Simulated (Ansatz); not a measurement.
# GeH2+ (doublet): from Hartree-Fock to the top rungs, cc-pVDZ

How much of the correlation energy of GeH2+ (doublet) does each wave-function method recover here?

Program: Ansatz 0.2.0, Gaussian basis. Level of theory: cc-pVDZ, core rule «outside noble gas», up to 14 orbitals frozen. These are calculated values, not measurements.

Plan: UHF; CCSD(T) on ROHF; CCSD(T) on UHF; BCCD(T) on ROHF; CISD; CCSDT(Q) on ROHF; CCSDT(Q) on UHF; CISDTQ; CCSDTQ on ROHF; CCSDTQ on UHF; CASSCF and MRCISD+Q, 5 electrons in 6 orbitals; CASSCF and NEVPT2, 5 electrons in 6 orbitals; Full CI.

28 further runs of the same task are left out: 2 for a mislabelled method, 10 that didn't finish, 16 set aside as unsound or not needed.

### 1 What is computed

The geometry is a PBE0/def2-TZVP stationary point (not a proven minimum) of the parent state, kept for this charge and spin. No spin-orbit coupling is included. The filled d shell of Ge may be among the frozen orbitals whatever the setting's name suggests; the logs give the count.

3 atoms, charge 1, spin multiplicity 2.

Atoms are counted from 1 here; the program's logs count them from 0.

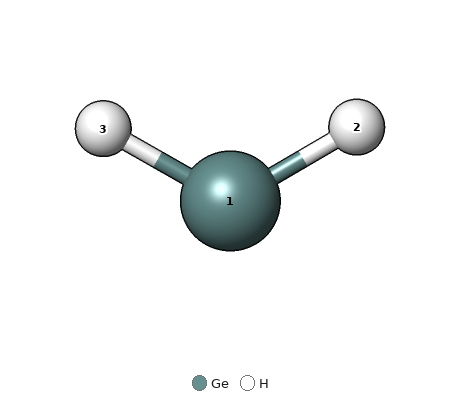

The geometry (germanium teal, hydrogen white); atoms are numbered from 1 in the order of the file.

### 2 UHF

Input file in.yaml:

```yaml
crystal:
  periodic: [false, false, false]
  atoms:
    - {symbol: Ge, position_ang: [0.000000, -0.020787, 0.000000]}
    - {symbol: H, position_ang: [0.000000, 0.749032, -1.334401]}
    - {symbol: H, position_ang: [0.000000, 0.749032, 1.334401]}
basis:
  gaussian: {orbitals: cc-pVDZ}
total_charge: 1
magnetization: {spin_polarized: true, initial_magnetization: 1}
hamiltonian: {xc: hf}
output: {orbitals: {seedname: orbitals}}
```

Command:

```
> ansatz run in.yaml --threads 1 --pin off --events-out ev --progress --plain --max-ram 2393MiB
```

The runs that follow: CCSD(T) on ROHF; CCSD(T) on UHF; BCCD(T) on ROHF; CISD; CCSDT(Q) on ROHF; CCSDT(Q) on UHF; CISDTQ; CCSDTQ on ROHF; CCSDTQ on UHF; CASSCF and MRCISD+Q, 5 electrons in 6 orbitals; CASSCF and NEVPT2, 5 electrons in 6 orbitals; Full CI.

**Question.** What will the summary of the whole plan be? Wanted: FCI below the RHF energy; RMP2 from FCI; UMP2 from FCI; RCCSD from FCI; RCCSD(T) from FCI; UCCSD(T) from FCI; RCCSDT(Q) from FCI; UCCSDT(Q) from FCI; NEVPT2 valence from FCI.

As calculated:

```
                         quantity                                                                                                                          value
         FCI below the RHF energy                                                                                                                     -2.2563 eV
                    RMP2 from FCI                                                                                                                     +600.5 meV
                    UMP2 from FCI                                                                                                                     +591.1 meV
                   RCCSD from FCI                                                                                                                      +50.7 meV
                RCCSD(T) from FCI                                                                                                                      +13.6 meV
                UCCSD(T) from FCI                                                                                                                       +8.8 meV
               RCCSDT(Q) from FCI                                                                                                                       -0.6 meV
               UCCSDT(Q) from FCI                                                                                                                       -5.3 meV
          NEVPT2 valence from FCI                                                                                                                     +357.0 meV
        MRCISD+Q valence from FCI                                                                                                                       -1.2 meV
levels within 1 kcal/mol (43 meV)  RCCSD(T), UCCSD(T), BCCD(T), RCCSDT, UCCSDT, CISDTQ, RCCSDT(Q), UCCSDT(Q), RCCSDTQ, UCCSDTQ, MRCISD valence, MRCISD+Q valence
                    T1 diagnostic                                                                                                                          0.020
   effectively unpaired electrons                                                                                                                           1.03
```

RCCSD(T) misses by +13.6 meV, 0.6 % of the correlation energy. UCCSDT, UCCSDT(Q), UCCSDTQ fall below full CI: unrestricted runs freeze a spin-polarised core, another one than full CI's, and coupled cluster isn't variational. One determinant dominates. Of the multireference levels listed MRCISD+Q valence comes nearest in total energy (-1.2 meV), which doesn't show that its space is the better one. These misses are within one basis, not against nature; the frozen cores of restricted and unrestricted runs differ, which can shift their rows.
